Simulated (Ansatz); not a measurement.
CH8ClFSi3

The calculation's input:

```
crystal:
  periodic: [false, false, false]
  atoms:
    - { symbol: C, position_ang: [-0.0482, -1.9473, 0.266] }
    - { symbol: Si, position_ang: [0.4304, -0.1561, 0.4923] }
    - { symbol: Si, position_ang: [1.2741, 0.6911, -1.4647] }
    - { symbol: Si, position_ang: [-1.299, 1.2118, 0.8504] }
    - { symbol: F, position_ang: [-2.4192, 1.0597, -0.3695] }
    - { symbol: Cl, position_ang: [-2.3148, 0.6934, 2.5965] }
    - { symbol: H, position_ang: [0.7826, -2.5441, 0.0186] }
    - { symbol: H, position_ang: [-0.7845, -1.9848, -0.5655] }
    - { symbol: H, position_ang: [-0.5573, -2.2856, 1.2033] }
    - { symbol: H, position_ang: [1.4341, -0.0652, 1.6255] }
    - { symbol: H, position_ang: [2.48069, -0.10063, -1.85396] }
    - { symbol: H, position_ang: [0.2456, 0.49448, -2.56536] }
    - { symbol: H, position_ang: [1.64302, 2.13239, -1.31862] }
    - { symbol: H, position_ang: [-0.9914, 2.6354, 1.007] }
basis:
  gaussian: { orbitals: def2-SVP }
hamiltonian:
  xc: pbe
relax:
  f_tol: 0.015
  max_steps: 40
output:
  orbitals: {}
```

Run with:

```sh
ansatz run input.yaml --threads 2 --pin off --max-ram 3072MiB --backend cpu --events-out ev --progress --plain --runs-dir out
```

The fields are those of the relaxed geometry.

Theory: RKS PBE/def2-SVP (Ansatz).

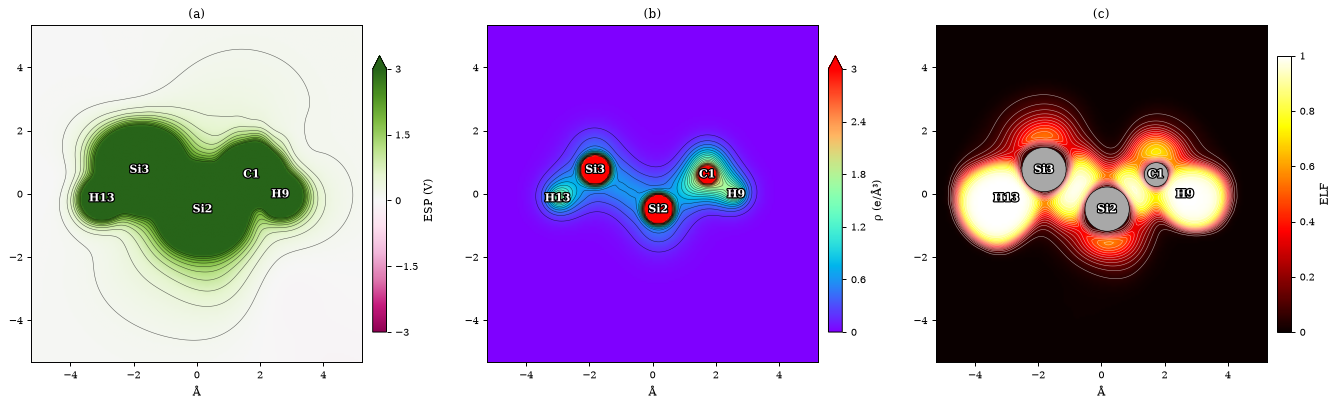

Figure 1. (a) molecular electrostatic potential; (b) electron density; (c) ELF on the plane of atoms C1, Si2 and Si3. Grey discs cover the atomic cores in the ELF map.

> Interpret the plot.

Atoms in the plane: C, Si and H.
C–Si (1.90 Å): ρ is about 0.89 e/Å³ halfway; the ELF peaks at about 0.95 between the atoms; localised, covalent bonding.
Si–Si (2.36 Å): ρ is about 0.61 e/Å³ halfway; the ELF peaks at about 1 between the atoms (localised, covalent bonding).
C–H (1.11 Å): ρ is about 1.8 e/Å³ halfway; the ELF climbs to about 1 towards the hydrogen, as it does in any bond to H (a covalent bond by its length).
Si–H (1.51 Å): the density is about 0.73 e/Å³ at the midpoint; the ELF climbs to about 1 towards the hydrogen.
The potential has no marked negative region in this plane.

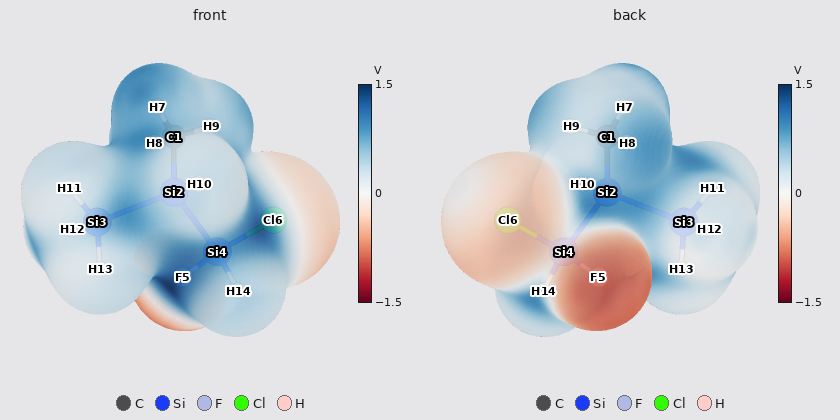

Figure 2. The molecular electrostatic potential painted on the density surface at 0.002 e/bohr³, seen from the front and from behind; red is negative and blue positive.

> Which sites attract a positive test charge, and which a negative one?

A positive charge is drawn to the negative regions and a negative charge to the positive ones. The most negative region (about −0.9 V) lies over F5, the most positive (about +1.3 V) over Si4.

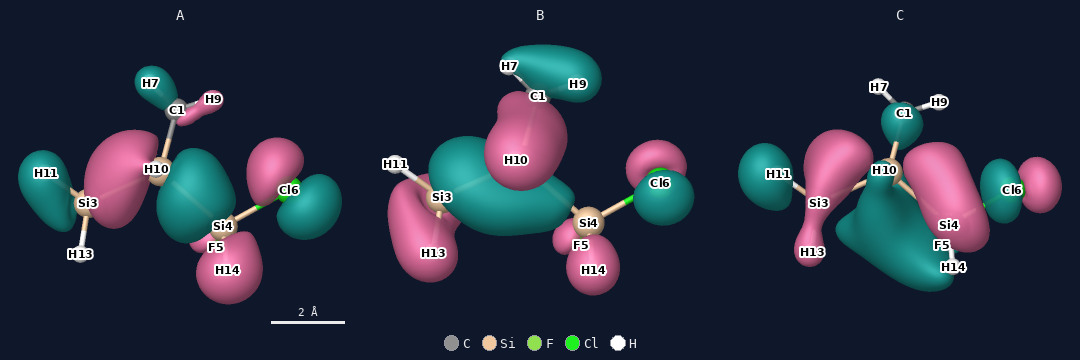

Figure 3. Three frontier orbitals at ±0.08 Å⁻³ᐟ² (teal and pink are the two phases), in no order.

> Order the three orbitals by energy and name them.

B is the HOMO−1 (−7.40 eV). By Hirshfeld shares it lies mainly on Si2 (about 30 %), Si3 (about 25 %), C1 (about 10 %), H10 (about 5 %) and Cl6 (about 5 %). A is the HOMO (−6.72 eV). Its weight (Hirshfeld) is mainly on Si2 (about 25 %), Cl6 (about 20 %), Si4 (about 20 %), Si3 (about 15 %) and H14 (about 5 %). C is the LUMO (−1.37 eV). It lies mainly on Si4 (about 30 %), Si2 (about 20 %), Si3 (about 20 %) and Cl6 (about 10 %).

> What is the HOMO–LUMO gap?

5.35 eV between the orbital energies.
